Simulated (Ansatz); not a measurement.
# CH5FOSi (SMILES CO[SiH2]F): revPBE/def2-SVP

Aim: the energy change on altering one bond length of CH5FOSi at revPBE/def2-SVP, from 2 runs. 

Program for the calculation: Ansatz 0.2.0.

128 further runs of the same task are left out: 128 set aside as unsound or not needed. Runs told in other sessions of the task aren't counted.

## Step 1: The molecule

CH5FOSi has 9 atoms, charge 0, and is taken as a singlet. As SMILES, `CO[SiH2]F`. The shape is that of a PBE0-D4/def2-TZVP optimisation. This is one conformer, not always the lowest.

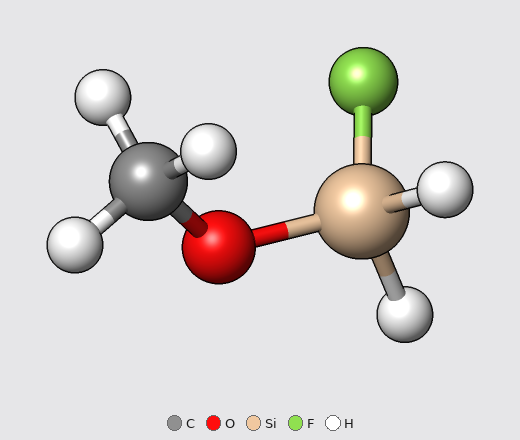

Viewed from a chosen angle; carbon grey, oxygen red, silicon light orange, fluorine green, hydrogen white.

## Step 2: A single-point energy at revPBE/def2-SVP

Contents of molecule.yaml:

```yaml
basis:
  gaussian:
    orbitals: def2-SVP
crystal:
  periodic: [false, false, false]
  atoms:
    - {symbol: C, position_ang: [-0.280200, 1.150700, -0.688400]}
    - {symbol: O, position_ang: [-0.743600, -0.064200, -0.138000]}
    - {symbol: Si, position_ang: [0.168900, -1.127700, 0.679900]}
    - {symbol: F, position_ang: [1.202000, -1.865200, -0.290100]}
    - {symbol: H, position_ang: [0.189600, 0.979000, -1.660800]}
    - {symbol: H, position_ang: [-1.135900, 1.813600, -0.823000]}
    - {symbol: H, position_ang: [0.443400, 1.643500, -0.029000]}
    - {symbol: H, position_ang: [-0.748200, -2.141700, 1.231900]}
    - {symbol: H, position_ang: [0.992400, -0.434200, 1.700300]}
hamiltonian:
  xc: {name: revPBE}
accuracy: high
output: {orbitals: {seedname: orbitals}}
```

Started as:

```
$ ansatz run molecule.yaml --threads 1 --pin off --max-ram 3480MiB --events-out events.jsonl --progress --plain --runs-dir runs
```

What it wrote:

```text
Warning: RAYON_NUM_THREADS=1 ignored (pool sized by the plan → 1); use --threads N
Functional definition: revPBE
  name "revPBE"
  parameter kappa = 1.245
  parameter beta = 0.06672455060314922
  exchange = pbe_x(kappa = kappa, mu = beta*pi^2/3)
  correlation = pbe_c(beta = beta)
1923 factors; integrals over basis functions are off by at most 3.8e-9 eV
mean field evaluation 1: about -13745.1890 eV, gradient 5.6e1 eV
mean field evaluation 2: about -13727.6965 eV, gradient 1.1e2 eV
mean field evaluation 4: about -13751.3023 eV, gradient 7.5e0 eV
mean field evaluation 8: about -13751.3969 eV, gradient 8.6e-1 eV
mean field evaluation 16: about -13751.3984 eV, gradient 1.9e-5 eV
mean field -13751.39843411 eV, -505.3545714209 hartree, gradient 6.0e-8 eV, S^2 0.000000; 0 other end points of the search recorded, 0 dependent functions left out
reference -13751.39843821 eV, -505.3545715717 hartree; 21, 21 occupied and 64, 64 virtual orbitals, 1923 factors
Total energy: -13751.39843821 eV, -505.3545715717 hartree
```

It took 6.3 s on 1 thread of Arm Neoverse V2, shared host; peak memory 0.21 GiB.

## Step 3: The distorted shape

Contents of job.yaml:

```yaml
crystal:
  periodic: [false, false, false]
  atoms:
    - symbol: C
      position_ang: [-0.553946, 1.469745, -0.933766]
    - symbol: O
      position_ang: [-1.017346, 0.254845, -0.383366]
    - symbol: Si
      position_ang: [0.168900, -1.127700, 0.679900]
    - symbol: F
      position_ang: [1.202000, -1.865200, -0.290100]
    - symbol: H
      position_ang: [-0.084146, 1.298045, -1.906166]
    - symbol: H
      position_ang: [-1.409646, 2.132645, -1.068366]
    - symbol: H
      position_ang: [0.169654, 1.962545, -0.274366]
    - symbol: H
      position_ang: [-0.748200, -2.141700, 1.231900]
    - symbol: H
      position_ang: [0.992400, -0.434200, 1.700300]
basis:
  gaussian: {orbitals: def2-SVP}
hamiltonian: {xc: {name: revPBE}}
accuracy: high
output: {orbitals: {seedname: orbitals}}
```

Started as:

```
$ ansatz run job.yaml --threads 1 --pin off --max-ram 3480MiB --events-out events.jsonl --progress --plain --runs-dir runs
```

What it wrote:

```text
Warning: RAYON_NUM_THREADS=1 ignored (pool sized by the plan → 1); use --threads N
[... 6 set-up lines as earlier in the session ...]
1889 factors; integrals over basis functions are off by at most 8.4e-9 eV
mean field evaluation 1: about -13742.1196 eV, gradient 6.0e1 eV
mean field evaluation 2: about -13653.6046 eV, gradient 1.8e2 eV
mean field evaluation 4: about -13749.6046 eV, gradient 1.5e1 eV
mean field evaluation 8: about -13749.9913 eV, gradient 6.7e-1 eV
mean field evaluation 16: about -13749.9934 eV, gradient 7.7e-5 eV
mean field -13749.99341743 eV, -505.3029380101 hartree, gradient 7.9e-9 eV, S^2 0.000000; 0 other end points of the search recorded, 0 dependent functions left out
reference -13749.99342182 eV, -505.3029381715 hartree; 21, 21 occupied and 64, 64 virtual orbitals, 1889 factors
Total energy: -13749.99342182 eV, -505.3029381715 hartree
```

Wall time 6 s (1 thread of Arm Neoverse V2, shared host); peak memory 0.21 GiB.

## Step 4: Outcome

At revPBE/def2-SVP:

| quantity | value |
| --- | --- |
| first shape: total energy | -505.35457 Eh |
| first shape: HOMO energy | -6.99 eV |
| first shape: LUMO energy | 0.68 eV |
| first shape: HOMO–LUMO gap | 7.67 eV |
| distorted shape: total energy | -505.30294 Eh |
| distorted shape: HOMO energy | -5.45 eV |
| distorted shape: LUMO energy | -1.42 eV |
| distorted shape: HOMO–LUMO gap | 4.03 eV |
| energy change with the O2–Si3 bond stretched from 1.623 to 2.109 Å | 1.405 eV |

**Reading.** With the O2–Si3 bond stretched from 1.623 to 2.109 Å the energy rises by 1.41 eV (136 kJ/mol). The first shape isn't relaxed at this level, so the change isn't measured from a minimum.
